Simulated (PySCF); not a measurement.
# MoFCl: relaxation and vibrations of the quintet

The task is one start of a wider search on MoFCl: the quintet, from a linear start. It is relaxed, tested by its Hessian and followed downhill if it is a saddle.

Method: PBE0, basis Mo def2-TZVP with ECP28, F def2-TZVP, Cl def2-TZVP, scalar-relativistic core potentials, no spin–orbit coupling, density fitting; program: PySCF 2.14.0.

### 1 The system as given

3 atoms, charge 0, spin multiplicity 5.

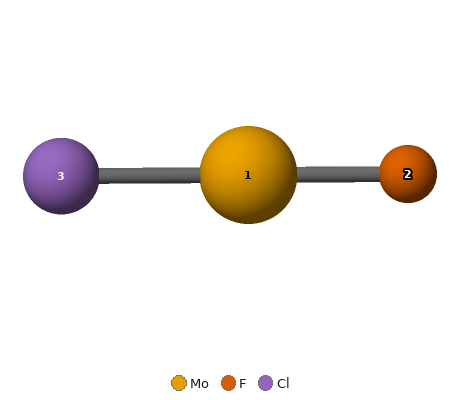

As it starts; molybdenum amber, fluorine orange, chlorine purple; atoms are numbered from 1 in the order of the file.

```xyz
3
charge 0 multiplicity 5
Mo    0.0000    0.0000    0.0000
F     0.0000    0.0000   -2.0200
Cl    0.0000    0.0000    2.3700
```

### 2 Finding the electronic state

One driver script runs all steps and calls PySCF; scf.py shows how it sets up the SCF of each step. The optimiser is the driver's own. After this first run the driver tries any further starts and a stability analysis.

scf.py reads:

```python
from pyscf import gto, scf, dft
mol = gto.M(atom='''
Mo     0.000000     0.000000     0.000000
F      0.000000     0.000000    -2.020000
Cl     0.000000     0.000000     2.370000''',
    basis={'Mo': 'def2-TZVP', 'F': 'def2-TZVP', 'Cl': 'def2-TZVP'},
    ecp={'Mo': 'def2-TZVP'},
    charge=0, spin=4)
mf = dft.UKS(mol, xc='PBE0')
mf.grids.atom_grid = (50, 194)
aux = {'Mo': 'def2-universal-JKFIT', 'F': 'def2-universal-JKFIT', 'Cl': 'def2-universal-JKFIT'}
mf = mf.density_fit(auxbasis=aux)
mf.conv_tol = 1e-08
mf.diis_space = 10
mf.max_cycle = 60
mf.init_guess = 'minao'
mf.verbose = 4
mf.kernel()
```

Launch:

```console
$ OMP_NUM_THREADS=4 python axn.py task.json out
```

The program printed:

```text
init E= -621.451303442417
[... the frontier-level lines of each cycle are left out ...]
cycle= 1 E= -627.948120836102  delta_E= -6.5  |g|= 0.55  |ddm|= 2.59
cycle= 2 E= -627.193669383401  delta_E= 0.754  |g|= 1.52  |ddm|= 1.33
cycle= 3 E= -628.042056539389  delta_E= -0.848  |g|= 0.231  |ddm|=  1.2
cycle= 4 E= -628.065800673509  delta_E= -0.0237  |g|= 0.0552  |ddm|= 0.207
cycle= 5 E= -628.067012365166  delta_E= -0.00121  |g|= 0.0264  |ddm|= 0.0567
cycle= 6 E= -628.06735293362  delta_E= -0.000341  |g|= 0.00765  |ddm|= 0.0258
cycle= 7 E= -628.067382726243  delta_E= -2.98e-05  |g|= 0.00177  |ddm|= 0.00665
cycle= 8 E= -628.067384638516  delta_E= -1.91e-06  |g|= 0.000922  |ddm|= 0.0022
cycle= 9 E= -628.067385218873  delta_E= -5.8e-07  |g|= 0.000268  |ddm|= 0.00116
cycle= 10 E= -628.067385386841  delta_E= -1.68e-07  |g|= 0.000108  |ddm|= 0.00091
cycle= 11 E= -628.067385468588  delta_E= -8.17e-08  |g|= 6.9e-05  |ddm|= 0.000762
cycle= 12 E= -628.067385517318  delta_E= -4.87e-08  |g|= 3.79e-05  |ddm|= 0.000773
cycle= 13 E= -628.067385532451  delta_E= -1.51e-08  |g|= 1.03e-05  |ddm|= 0.00062
cycle= 14 E= -628.067385532929  delta_E= -4.79e-10  |g|= 3.68e-06  |ddm|= 0.00011
Extra cycle  E= -628.067385532922  delta_E= 7.73e-12  |g|= 6.98e-06  |ddm|= 6.34e-06
converged SCF energy = -628.067385532922  <S^2> = 6.0074506  2S+1 = 5.0029794
```

This step, with its further starts and checks, needed 10 s of wall time on 4 threads of Arm Neoverse V2, shared host.

Energies from each starting density:

```
                      start  energy (Eh)
    the minimal-basis guess  -628.067386
a thermally smeared density  -628.082555
      a smeared PBE density  -628.082554
```

The first run landed in a state that is too high. Following the other starts and the instabilities gains 39.8 kJ/mol (-628.08255 Eh), and the work goes on from there.

### 3 Relaxing the quintet from the linear start

The program finds C∞v symmetry in the start, which this walk keeps. The walk stops when the largest gradient is under 0.0003 Eh/bohr and the energy has settled too.

scf.py, as its differences from that of step 2:

```diff
@@ -3,3 +3,3 @@
-Mo     0.000000     0.000000     0.000000
-F      0.000000     0.000000    -2.020000
-Cl     0.000000     0.000000     2.370000''',
+Mo     0.000000     0.000000    -0.293005
+F      0.000000     0.000000    -2.313005
+Cl     0.000000     0.000000     2.076995''',
@@ -16 +15,0 @@
-mf.init_guess = 'minao'
```

Energy and gradient, step by step:

```csv
step,energy (Eh),change (kJ/mol),largest symmetric gradient (Eh/bohr)
0,-628.082555,0.00,0.04645
1,-628.091099,-22.43,0.00848
2,-628.091365,-23.13,0.00438
3,-628.091402,-23.23,0.00023
4,-628.091402,-23.23,0.00001
```

The walk took 7.5 s.

Geometry (Å) and forces (eV/Å) at some steps:

```
step 0
Mo   0.000   0.000  -0.293   0.000   0.000  -1.042
F    0.000   0.000  -2.313   0.000   0.000   2.389
Cl   0.000   0.000   2.077   0.000   0.000  -1.347
step 1
Mo   0.000   0.000  -0.308   0.000   0.000  -0.061
F    0.000   0.000  -2.215   0.000   0.000   0.436
Cl   0.000   0.000   1.994   0.000   0.000  -0.375
step 2
Mo   0.000   0.000  -0.308   0.000   0.000   0.185
F    0.000   0.000  -2.189   0.000   0.000  -0.225
Cl   0.000   0.000   1.969   0.000   0.000   0.041
step 3
Mo   0.000   0.000  -0.306   0.000   0.000   0.010
F    0.000   0.000  -2.196   0.000   0.000   0.002
Cl   0.000   0.000   1.973   0.000   0.000  -0.012
step 4
Mo   0.000   0.000  -0.306   0.000   0.000   0.001
F    0.000   0.000  -2.196   0.000   0.000   0.000
Cl   0.000   0.000   1.972   0.000   0.000  -0.001
```

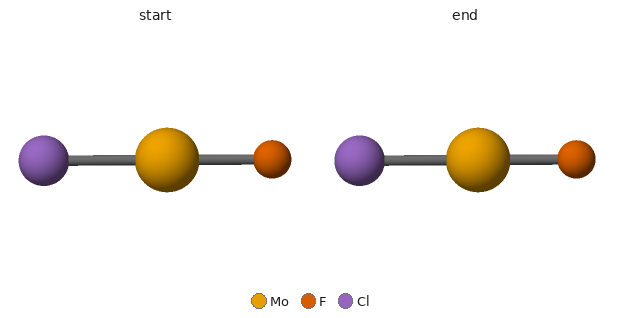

Start and end of the relaxation.

After 4 steps and 23.2 kJ/mol it ends at C∞v: Mo–Cl 2.278 Å, Mo–F 1.890 Å; Cl–Mo–F 180.0°.

### 4 Frequencies

On the finer grid the gradient is checked again; gradients at displacements of ±0.02 bohr then give force constants and infrared intensities.

scf.py, as its differences from that of step 3:

```diff
@@ -3,3 +3,3 @@
-Mo     0.000000     0.000000    -0.293005
-F      0.000000     0.000000    -2.313005
-Cl     0.000000     0.000000     2.076995''',
+Mo    -0.000000     0.000000    -0.288068
+F      0.000000    -0.000000    -2.178152
+Cl     0.000000    -0.000000     1.990159''',
@@ -10 +10 @@
-mf.grids.atom_grid = (50, 194)
+mf.grids.atom_grid = (75, 302)
@@ -13 +13 @@
-mf.conv_tol = 1e-08
+mf.conv_tol = 1e-10
```

The driver hands on the density of the step before, so the log starts near convergence.

Log of the central SCF (cycles and frontier levels):

```text
init E= -628.091459453859
[... the frontier-level lines of each cycle are left out ...]
cycle= 1 E= -628.091459453864  delta_E= -5e-12  |g|= 2.06e-06  |ddm|= 5.35e-06
Extra cycle  E= -628.091459453864  delta_E= -3.41e-13  |g|= 3.57e-06  |ddm|= 6.14e-06
converged SCF energy = -628.091459453864  <S^2> = 6.0217888  2S+1 = 5.0087079
```

The whole step took 32 s.

Geometry: C∞v; Mo–Cl 2.278 Å, Mo–F 1.890 Å; Cl–Mo–F 180.0°.

Harmonic modes (main isotopes):

```csv
ω (cm⁻¹),IR (km/mol)
108i,12.4
124,6.2
394,42.8
640,194
```

With 1 mode imaginary (up to 108i cm⁻¹) this point is a saddle.

The SCF density has lower symmetry than the nuclear frame, so the modes carry no labels; pairs that should be degenerate can split.

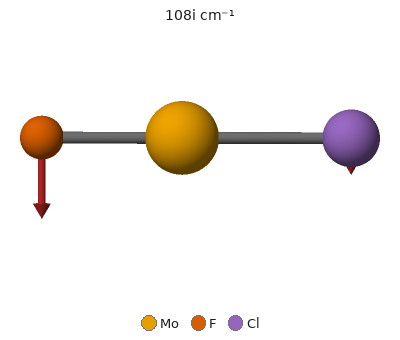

The imaginary mode, as arrows.

Properties at this point:

```yaml
Dipole_moment: 0.09 D
Highest_occupied_level: -6.63 eV
Lowest_empty_level: -3.94 eV
Rotational_constants: 0.0712 cm⁻¹
Zero-point_energy_real_modes: 6.9 kJ/mol
Principal_polarisabilities: 42.9, 43.6, 65.5 bohr³
Atomisation_energy_without_zero-point_energy: 823 kJ/mol
Principal_traceless_quadrupole_moments_about_the_centre_of_mass: -12.37, 5.24, 7.12 D Å
Spin_squared_⟨S²⟩: 6.022
```

Populations by atom (charges in e):

```
atom  Mulliken  Löwdin  polar tensor  spin (Mulliken)  Mayer order to Mo1
 Mo1      0.92    0.35          1.27             4.04                   –
  F2     -0.51   -0.33         -0.72             0.00                0.81
 Cl3     -0.41   -0.02         -0.55            -0.05                1.06
```

Outer orbital energies (eV). α occupied: -11.85, -10.23, -9.92, -9.63, -8.28, -8.25, -7.06, -6.63; empty: -3.94, -0.67, -0.57, 0.21. β occupied: -31.63, -22.48, -12.74, -11.86, -11.54, -10.15, -9.69, -9.42; empty: -2.78, -2.38, -2.15, -2.07.

Mulliken populations on Mo1 (outside its core potential): s 2.61, p 6.18, d 4.28, f 0.03.

### 5 Following the imaginary mode

The atoms are moved a little along the softest imaginary mode and relaxed again.

The program finds Cs symmetry in the start, which this walk keeps. Threshold on the gradient: 0.0003 Eh/bohr, with a further test on the energy change.

scf.py, as its differences from that of step 4:

```diff
@@ -3,3 +3,3 @@
-Mo    -0.000000     0.000000    -0.288068
-F      0.000000    -0.000000    -2.178152
-Cl     0.000000    -0.000000     1.990159''',
+Mo     0.078970    -0.040521    -0.288126
+F     -0.222427     0.114132    -2.178210
+Cl    -0.100255     0.051443     1.990101''',
@@ -10 +10 @@
-mf.grids.atom_grid = (75, 302)
+mf.grids.atom_grid = (50, 194)
@@ -13 +13 @@
-mf.conv_tol = 1e-10
+mf.conv_tol = 1e-08
```

The optimiser's trace:

```csv
step,energy (Eh),change (kJ/mol),largest symmetric gradient (Eh/bohr)
0,-628.092628,0.00,0.01544
1,-628.093755,-2.96,0.00511
2,-628.095595,-7.79,0.00776
3,-628.097587,-13.02,0.01253
4,-628.098142,-14.47,0.00266
5,-628.098414,-15.19,0.00221
6,-628.098484,-15.37,0.00329
7,-628.098500,-15.42,0.00226
8,-628.098514,-15.45,0.00052
9,-628.098515,-15.45,0.00010
```

The walk took 18 s.

Positions (Å) and forces (eV/Å) along the way:

```
step 0
Mo   0.079  -0.041  -0.288   0.095  -0.064  -0.551
F   -0.222   0.114  -2.178   0.000   0.010   0.794
Cl  -0.100   0.051   1.990  -0.095   0.054  -0.243
step 1
Mo   0.107  -0.055  -0.297   0.257  -0.147  -0.077
F   -0.236   0.121  -2.146  -0.129   0.075   0.131
Cl  -0.114   0.059   1.966  -0.128   0.072  -0.054
step 5
Mo   0.375  -0.192  -0.322  -0.008   0.002  -0.028
F   -0.379   0.195  -1.993   0.007  -0.006   0.114
Cl  -0.240   0.123   1.838   0.001   0.004  -0.087
step 9
Mo   0.403  -0.207  -0.325   0.003   0.003  -0.006
F   -0.394   0.202  -1.964  -0.007  -0.007   0.001
Cl  -0.254   0.130   1.813   0.004   0.004   0.005
```

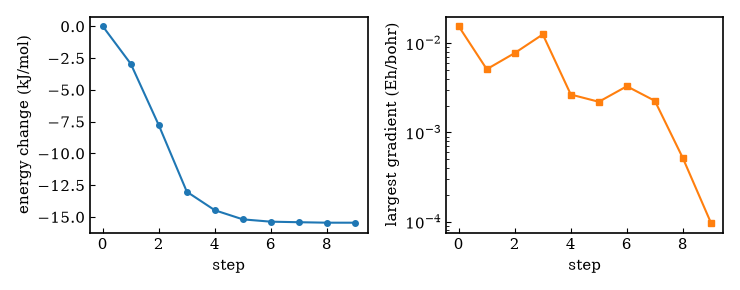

Energy and largest gradient along the walk.

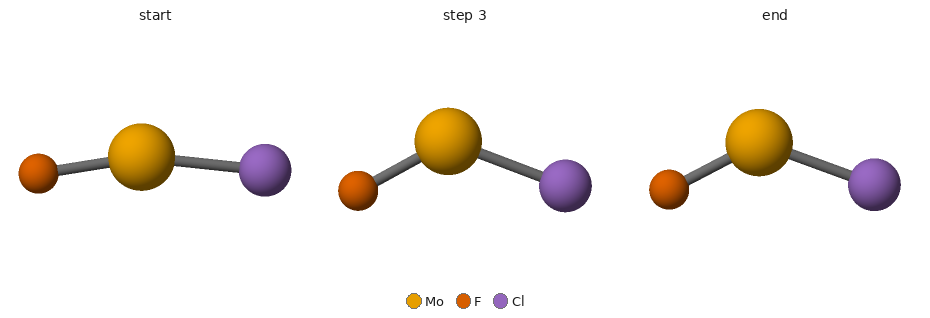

The geometry along the walk, at one scale.

End point (Cs, 9 steps, 15.5 kJ/mol gained): Mo–Cl 2.261 Å, Mo–F 1.868 Å; Cl–Mo–F 132.3°.

### 6 Frequencies

As before: finer grid, then central differences.

scf.py, as its differences from that of step 5:

```diff
@@ -3,3 +3,3 @@
-Mo     0.078970    -0.040521    -0.288126
-F     -0.222427     0.114132    -2.178210
-Cl    -0.100255     0.051443     1.990101''',
+Mo     0.250603    -0.128590    -0.287003
+F     -0.545766     0.280044    -1.927007
+Cl    -0.405861     0.208256     1.850546''',
@@ -10 +10 @@
-mf.grids.atom_grid = (50, 194)
+mf.grids.atom_grid = (75, 302)
@@ -13 +13 @@
-mf.conv_tol = 1e-08
+mf.conv_tol = 1e-10
```

Log of the central SCF (cycles and frontier levels):

```text
init E= -628.098604868655
[... the frontier-level lines of each cycle are left out ...]
cycle= 1 E= -628.098604868655  delta_E= -1.14e-13  |g|= 2.38e-06  |ddm|= 4.77e-06
Extra cycle  E= -628.098604868652  delta_E= 3.52e-12  |g|= 3.94e-06  |ddm|= 5.61e-06
converged SCF energy = -628.098604868652  <S^2> = 6.0152476  2S+1 = 5.0060953
```

The whole step needed 38 s of wall time on 4 threads of Arm Neoverse V2, shared host.

Geometry: Cs; Mo–Cl 2.261 Å, Mo–F 1.868 Å; Cl–Mo–F 132.3°.

Harmonic modes (main isotopes):

| symmetry | ω (cm⁻¹) | IR (km/mol) | μ (u) | type |
| --- | --- | --- | --- | --- |
| a' | 108 | 8.4 | 26.72 | bend |
| a' | 402 | 50.4 | 40.37 | stretch |
| a' | 661 | 160 | 22.00 | stretch |

All wavenumbers are real: a minimum.

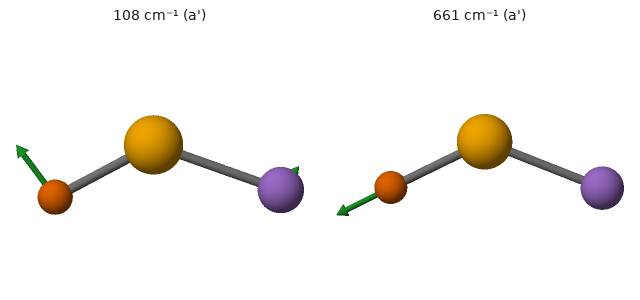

How the atoms move in 2 of the modes.

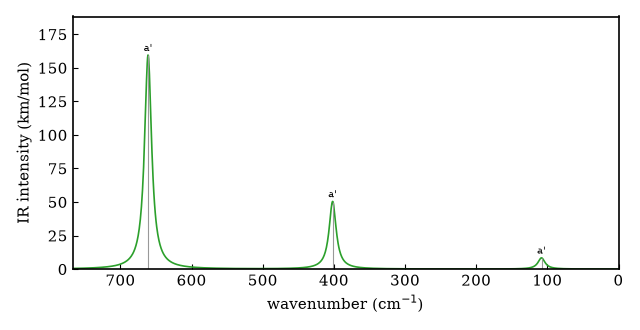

The harmonic infrared spectrum (widths in cm⁻¹). Lines are broadened to a width of 12 cm⁻¹ (Lorentzian).

Properties at this point:

```
Dipole moment                                                   : 2.40 D
Highest occupied level                                          : -6.62 eV
Lowest empty level                                              : -3.12 eV
Rotational constants                                            : 0.8055, 0.08445, 0.07643 cm⁻¹
Zero-point energy                                               : 7.0 kJ/mol
Principal polarisabilities                                      : 44.9, 46.5, 64.1 bohr³
Atomisation energy without zero-point energy                    : 842 kJ/mol
Principal traceless quadrupole moments about the centre of mass : -9.08, 4.09, 4.99 D Å
Entropy at 298.15 K and 1 bar (electronic part: spin only)      : 309.8 J/(mol K)
Heat capacity Cp at 298.15 K                                    : 51.3 J/(mol K)
Enthalpy at 298.15 K above 0 K                                  : 12.95 kJ/mol
Rotational symmetry number                                      : 1
Spin squared ⟨S²⟩                                               : 6.015
```

Charges (e) and bond orders:

| atom | Mulliken | Löwdin | polar tensor | spin (Mulliken) | Mayer order to Mo1 |
| --- | --- | --- | --- | --- | --- |
| Mo1 | 0.91 | 0.31 | 1.28 | 3.98 | – |
| F2 | -0.49 | -0.30 | -0.72 | 0.02 | 0.83 |
| Cl3 | -0.42 | -0.01 | -0.56 | 0.00 | 1.05 |

Mulliken populations on Mo1 (outside its core potential): s 2.53, p 6.18, d 4.35, f 0.02.

### 7 The points found, side by side

| spin | group | bonds | imaginary modes (cm⁻¹) | ΔE (kJ/mol) | with zero-point energy |
| --- | --- | --- | --- | --- | --- |
| quintet | Cs | Mo–Cl 2.261 Å, Mo–F 1.868 Å | none | 0.0 | 0.0 |
| quintet | C∞v (density of lower symmetry) | Mo–Cl 2.278 Å, Mo–F 1.890 Å | 108i | 18.8 | – |

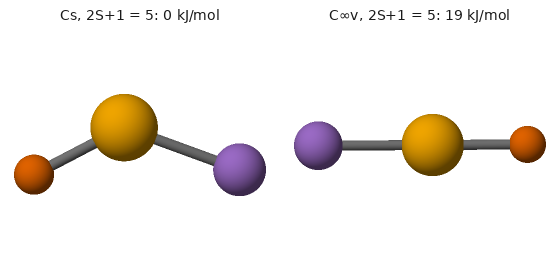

The points, lowest first (molybdenum amber, fluorine orange, chlorine purple).

### 8 Summary of results

| quantity | value |
| --- | --- |
| minimum | quintet, Cs |
| geometry | Mo–Cl 2.261 Å, Mo–F 1.868 Å; Cl–Mo–F 132.3° |
| wavenumbers (cm⁻¹) | 108 (a'), 402 (a'), 661 (a') |
| dipole moment | 2.40 D |
| highest occupied, lowest empty level (either spin) | -6.62, -3.12 eV |
| polar-tensor charge of Mo1 | +1.28 e |
| zero-point energy | 7.0 kJ/mol |
| entropy at 298.15 K | 309.8 J/(mol K) |
| atomisation energy (no zero-point energy) | 842 kJ/mol |
| ⟨S²⟩ | 6.015 |

The linear start (C∞v) ends in a minimum of Cs symmetry, after a stop at a saddle point 18.8 kJ/mol higher, from which it was pushed off along an imaginary mode. The strongest infrared band lies at 661 cm⁻¹ (a', stretch). Most of the spin sits on Mo1 (Mulliken spin 3.98, against 4 for the whole molecule). The first SCF alone would have been 40 kJ/mol too high. Other starts or spin states, not run here, may lie lower. One determinant may miss the lowest occupation of an open d or f shell.

The search up to here took 1.8 min.
